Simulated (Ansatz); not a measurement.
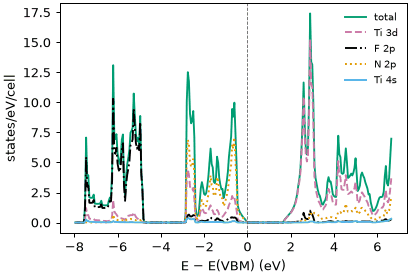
Total and projected density of states of TiNF in space group I4_1md (No. 109; Ti on 4a, N on 4a, F on 4a), plane-wave PAW PBEsol (Ansatz code)

Q: Which orbitals carry the states next to the gap?

A: Top 1 eV of the valence band: N 2p 69 %, Ti 3d 23 %, F 2p 5 %. Bottom 1 eV of the conduction band: Ti 3d 92 %. Projections are on Löwdin-orthogonalised atomic valence shells; empty p or d shells of many metals are not among them.

Q: Where is the tallest occupied peak in this window, and what makes it?

A: Near -6.2 eV, about 13 states/eV per cell; the largest projected share is F 2p.

The first step of the workflow began from a Materials Project structure, measured or hypothetical; the Crystallography Open Database copy checked does not list it. Whether it is the stable phase at ambient conditions was not checked. The cell was relaxed with PBEsol under the symmetry of its start; whether a distortion lowers the energy is not shown. The run is not spin-polarised.

Potentials: the later of the program's two PAW sets.
